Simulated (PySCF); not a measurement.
O2S, SMILES `O=S=O`.

PySCF calculation, B3LYP/def2-TZVP, gas phase; geometry: GFN2-xTB. No frequency check shows the geometry to be a minimum. GFN2-xTB bond lengths at metals and heavier atoms can be off by up to 0.1 Å and shapes distorted, which carries into these values. Without diffuse functions Rydberg states are missing, so the states' numbers hold for this basis only.

Coordinates in Å:

```
O1       1.2186   -0.3781    0.0000
S2       0.0000    0.3781    0.0000
O3      -1.2186   -0.3781    0.0000
```

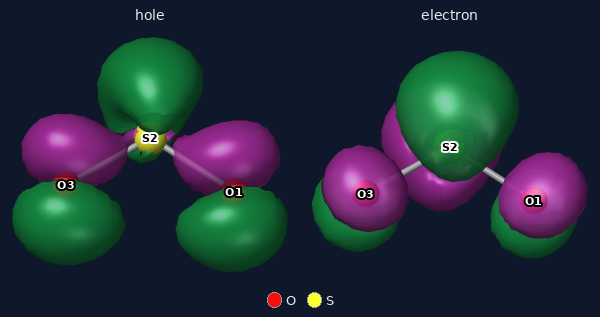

Leading natural transition orbital pair of S₁ (full linear response singlet states); the surfaces enclose about 78 % of each orbital's density.

> Give its energy and the atoms that hole and electron lie on.

4.22 eV (294 nm), f = 0.005; the leading pair carries 100 %; hole on O1 and O3 (34 % each) and S2 (32 %), electron on S2 (55 %) and O1 and O3 (23 % each); their centroids lie 0.3 Å apart. In canonical orbitals it is mainly HOMO → LUMO (100 %). The HOMO–LUMO gap is 5.70 eV.

Cost of the run: 64 s on 1 thread of Intel(R) Xeon(R) Platinum 8488C (Sapphire Rapids), with other jobs on the host, peak memory 0.44 GiB.
